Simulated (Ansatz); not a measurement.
Breaking the Te1–F3 bond in FHTe (SMILES F[TeH]) (multiplicity 1 held, fragments rigid). Energies count from the point at 1.928 Å.
Geometry at that point (charge 0, multiplicity 1):
```
atom    x (Å)    y (Å)    z (Å)
----  -------  -------  -------
Te     0.1852  -0.0606   0.2005
H      1.3119  -0.3094  -1.0040
F     -1.2157   0.3844  -1.0470
```

R- and RO- levels are restricted; in cc, def2 and unpolarised 6-31G sets they are followed outwards from rest. Unrestricted levels (U-) break spin symmetry where that is lower. Curves can end on different states.

Cores are frozen in the correlated methods. Filled d and f shells under p-block atoms count as core.

Codes used: Ansatz (Gaussian basis) for Hartree–Fock, density functionals and correlated methods.  In def2 rows elements past Kr take small-core potentials, without spin–orbit coupling.

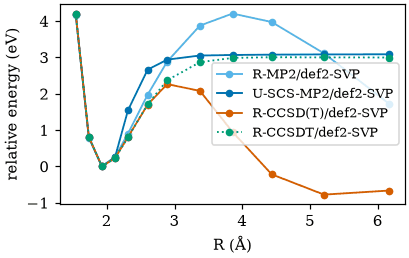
Relative energy along the coordinate

### Question
Read off the R-MP2/def2-SVP curve at R = 6.169.

### Answer
about 1.7 eV

Doubts at one or more of the structures used: a restricted determinant that unrestricted orbitals would lower (R-MP2/def2-SVP, R-CCSD(T)/def2-SVP, R-CCSDT/def2-SVP); a spin-contaminated determinant (U-SCS-MP2/def2-SVP); other coupled-cluster roots lie near (R-CCSD(T)/def2-SVP, R-CCSDT/def2-SVP); T1 above 0.05 (R-CCSD(T)/def2-SVP, R-CCSDT/def2-SVP).

Ansatz is an electronic-structure program.
